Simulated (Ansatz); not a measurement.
SiH₅OBr: several calculations on one system

### Relaxation

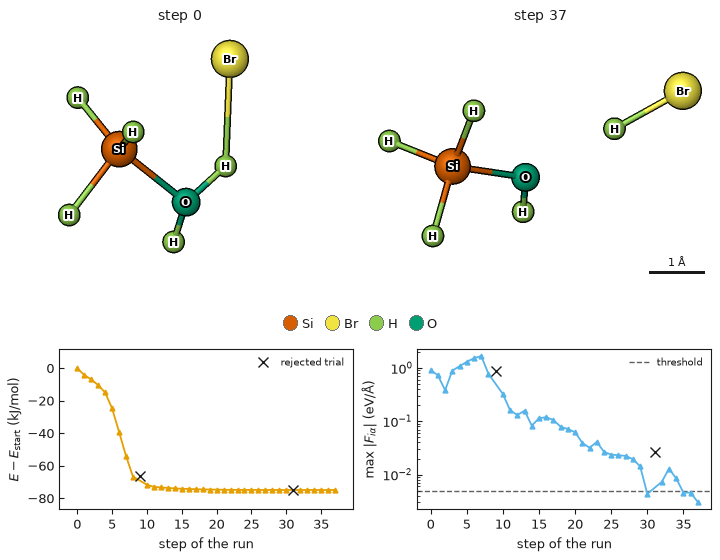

First and last geometry of a relaxation of SiH5OBr (started from a transition state, displaced along its imaginary mode), with the history of the run. Style: ball-and-stick. Shown at a tilt.

Level of theory: Ansatz 0.2.0, RKS PBE0-D4/def2-TZVP. Set-up: force threshold 0.005 eV/Å; at most 200 steps.

**Did the run converge, and what did it change?**

It converged. The largest move after the best rigid fit is that of the Br atom, 1.81 Å. Largest moves by element: Br 1.81 Å, H 1.20 Å, O 0.62 Å, Si 0.58 Å. Some distances before and after: Br–Si 2.682 → 4.496 Å, H–O 1.036 → 1.869 Å, Br–H 2.043 → 1.441 Å, Br–O 2.759 → 3.310 Å. Bonds break, among them: H–O (1.04 → 1.87 Å). Among the angles between lasting bonds that change: H–Si–O 90.2° → 110.7°, H–Si–O 115.5° → 105.1°, H–Si–H 120.8° → 110.8°. After 35 accepted moves (37 points after the start) the energy has fallen by 74.8 kJ/mol. Largest force component: 0.91 eV/Å at the start, 0.003 eV/Å at the end. The line search rejected the trial steps at points 9, 31 of the run. The forces were under the threshold at step 30, but the run went on from there.

```csv
step,"E − E(0), kJ/mol","largest force component, eV/Å",note
0,0.00,0.9120,
1,-4.16,0.7285,
2,-6.89,0.3832,
3,-10.39,0.8933,
4,-14.90,1.0829,
5,-24.65,1.3032,
6,-39.09,1.5301,
7,-53.91,1.6767,
8,-66.64,0.7807,
9,-66.37,0.8611,rejected
10,-71.59,0.3248,
11,-72.95,0.1607,
13,-73.58,0.1584,
14,-73.83,0.0828,
16,-74.21,0.1194,
17,-74.35,0.1057,
19,-74.55,0.0715,
20,-74.62,0.0623,
21,-74.71,0.0393,
23,-74.77,0.0409,
24,-74.78,0.0267,
26,-74.81,0.0231,
27,-74.82,0.0224,
28,-74.82,0.0195,
30,-74.83,0.0043,
31,-74.83,0.0263,rejected
33,-74.83,0.0129,
34,-74.83,0.0085,
36,-74.83,0.0046,
37,-74.83,0.0030,
```

### Relaxation

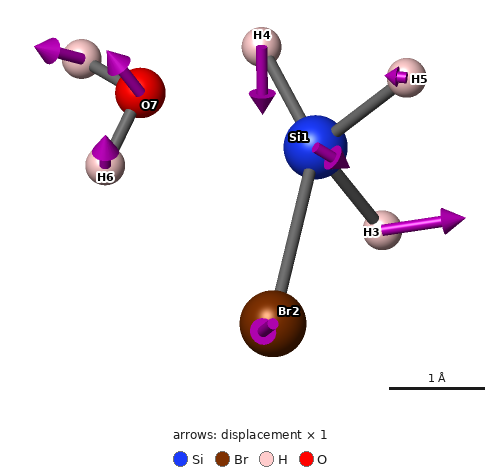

This is a relaxation of SiH5OBr (started from a transition state, displaced along its imaginary mode). The starting structure is drawn; purple arrows show the displacements, at their true length. The two geometries are superimposed by the best rigid fit.

A ball-and-stick model, seen from a free direction.

Level of theory: RKS PBE0-D4/def2-TZVP (Ansatz).

The input:
```yaml
crystal:
  periodic: [false, false, false]
  atoms:
    - {symbol: Si, position_ang: [-0.398269, 0.327902, -0.620685]}
    - {symbol: Br, position_ang: [0.617624, -1.701110, -1.223556]}
    - {symbol: H, position_ang: [-1.637339, 0.001769, -1.445824]}
    - {symbol: H, position_ang: [-1.062417, 1.140171, 0.484410]}
    - {symbol: H, position_ang: [0.504183, 1.283743, -1.312158]}
    - {symbol: H, position_ang: [1.031945, -0.992873, 1.063425]}
    - {symbol: O, position_ang: [0.731025, -0.096147, 1.122224]}
    - {symbol: H, position_ang: [0.213249, 0.036445, 1.932165]}
basis:
  gaussian: {orbitals: def2-TZVP}
hamiltonian: {xc: pbe0, dispersion: d4}
relax: {f_tol: 0.005, max_steps: 200}
```

Command:
```bash
ansatz run in.yaml --threads 4 --pin off --events-out ev --progress --plain --max-ram 9574MiB
```

Q: Atoms of which element are displaced furthest, and by how much?

A: Hydrogen: up to 0.90 Å, against 0.67 Å for oxygen.

Q: What happened in the run?

A: After 13 accepted moves (14 points after the start) the energy has fallen by 17.2 kcal/mol. Largest force component: 1.1 eV/Å at the start, 0.0019 eV/Å at the end. The line search rejected the trial step at point 9 of the run. The largest move after the best rigid fit is that of H3, 0.90 Å. By element the largest moves are H 0.90 Å, O 0.67 Å, Br 0.66 Å, Si 0.48 Å. Among the contacts that change: Si1–O7 2.120 → 3.192 Å, Br2–O7 2.845 → 3.435 Å, Si1–Br2 2.348 → 2.237 Å, Si1–H3 1.524 → 1.483 Å. Among the angles between lasting bonds that change: Br2–Si1–H4 146.7° → 108.7°, Br2–Si1–H3 91.6° → 105.8°, H3–Si1–H4 98.8° → 110.0°.

### Reaction

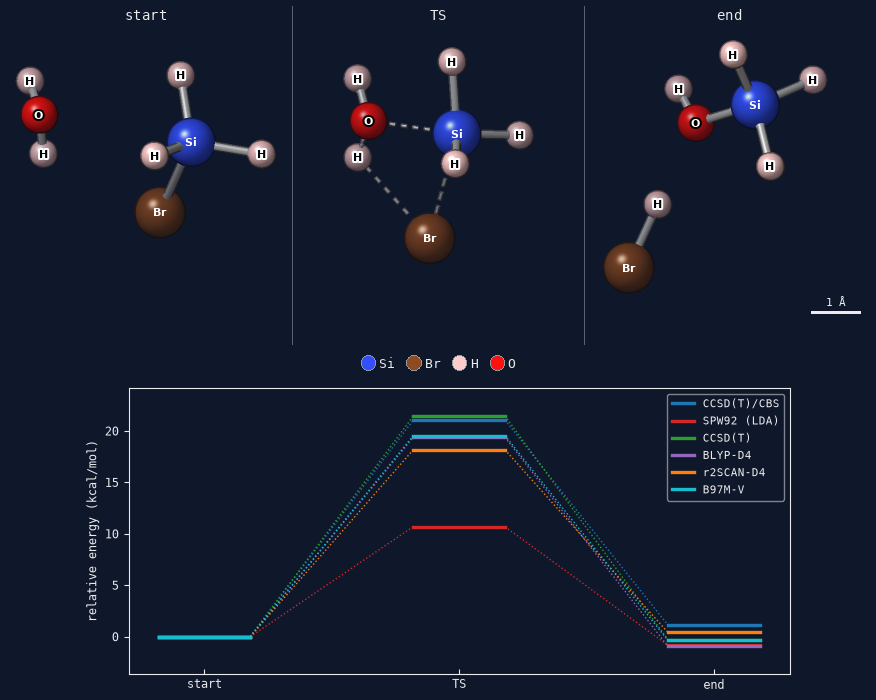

A reaction step of SiH5OBr, with its energy diagram. A ball-and-stick model, seen at a tilt. Dashed sticks mark bonds that form or break.

Stationary points at PBE0-D4/def2-TZVP, single-point energies with CCSD(T)/CBS, SPW92 (LDA), CCSD(T), BLYP-D4, r2SCAN-D4, B97M-V (def2-TZVPP where no basis is named; Ansatz 0.2.0). The energies are electronic, without zero-point or thermal terms, and both ends are the minima reached downhill from the saddle, with any fragments still in contact. CCSD(T)/CBS stands for a frozen-core estimate: MP2 correlation extrapolated from def2-TZVPP and def2-QZVPP, CCSD(T) minus MP2 from the smaller set.

Q: Describe the step and its energetics.

A: Counted by bonded pieces, the start holds H₂O + SiH₃Br and the end holds HBr + SiH₄O. From the start over the saddle to the end, bonds form: O–Si (3.19 → 1.93 → 1.66 Å), Br–H (2.79 → 2.22 → 1.44 Å). Bonds break: Br–Si (2.24 → 2.51 → 4.50 Å), H–O (0.96 → 0.99 → 1.87 Å). The saddle has one imaginary mode, 201i cm⁻¹. With CCSD(T)/CBS the barrier is 21.1 kcal/mol from the start and 19.9 kcal/mol from the end, and the end lies 1.1 kcal/mol above the start.

```csv
level,barrier from the start (kcal/mol),barrier from the end (kcal/mol),the end less the start (kcal/mol)
CCSD(T)/CBS,21.1,19.9,1.1
SPW92 (LDA),10.7,11.5,−0.8
CCSD(T),21.5,21.8,−0.3
BLYP-D4,19.4,20.3,−0.9
r2SCAN-D4,18.2,17.8,0.4
B97M-V,19.6,19.9,−0.4
```

Against CCSD(T)/CBS, CCSD(T) comes closest on the barrier from the start (+0.4 kcal/mol) and SPW92 (LDA) misses most (−10.4 kcal/mol).

Limits of the set-up: the start holds two separate molecules, 2.8 Å apart at their closest, whose relative position is a soft coordinate.
